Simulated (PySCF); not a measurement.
C4H12S3Si (MeSi(SMe)3)

Input

```
{"job": {"xc": "WP04", "basis": "6-31G*", "kind": "nmr", "pop": true}, "charge": 0, "multiplicity": 1}
C     -0.483974    -2.714806     0.115250
S     -1.063660    -1.141416     0.817061
Si     0.116737     0.236469    -0.374671
C     -0.446546     0.216694    -2.190341
S      2.187960    -0.370202    -0.358863
C      2.685340     0.141717     1.316251
S     -0.063894     2.183358     0.529152
C     -1.868942     2.272944     0.710657
H     -0.800778    -3.494989     0.798918
H     -0.938652    -2.864549    -0.858607
H      0.598523    -2.699219     0.032528
H     -1.530258     0.243599    -2.265208
H     -0.047940     1.071449    -2.728600
H     -0.095107    -0.681004    -2.689987
H      2.559898     1.215260     1.411811
H      3.729965    -0.130224     1.422836
H      2.083434    -0.382374     2.052075
H     -2.329697     2.333165    -0.269765
H     -2.220478     1.400033     1.250316
H     -2.077079     3.174772     1.276151
```

Run with:

```sh
OMP_NUM_THREADS=1 python ens_run.py task.json out
```

Geometry: GFN2-xTB.

The calculation used WP04/6-31G*, SCF density, gas phase, non-relativistic (PySCF).

### Predict the electron density and electron localisation function between the atoms.

C–S (1.82 Å): ρ at the midpoint is about 1.2 e/Å³; the ELF peaks at about 0.90 between the atoms (a shared electron pair).
Si–S (2.16 Å): ρ at the midpoint is about 0.82 e/Å³; the ELF peaks at about 0.90 between the atoms: a covalent bond.
C–H (1.08 Å): ρ is about 2.1 e/Å³ halfway; the ELF climbs to about 1 towards the hydrogen, as it does in any bond to H; a covalent bond by its length.

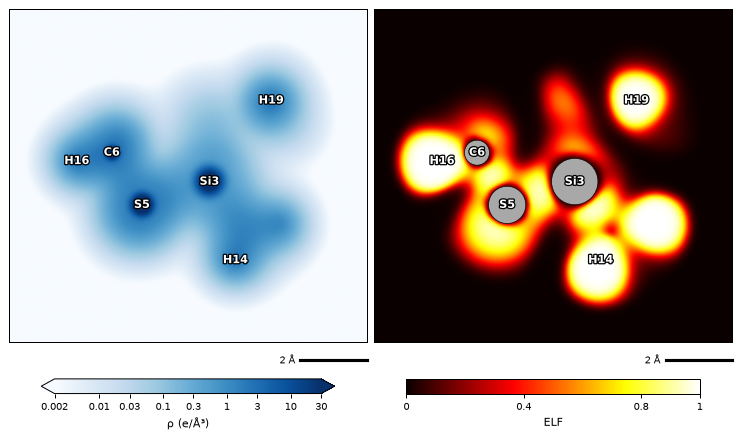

Computed electron density and electron localisation function on the plane of atoms Si3, S5 and C6, in this order. Grey discs cover the atomic cores in the ELF map. 
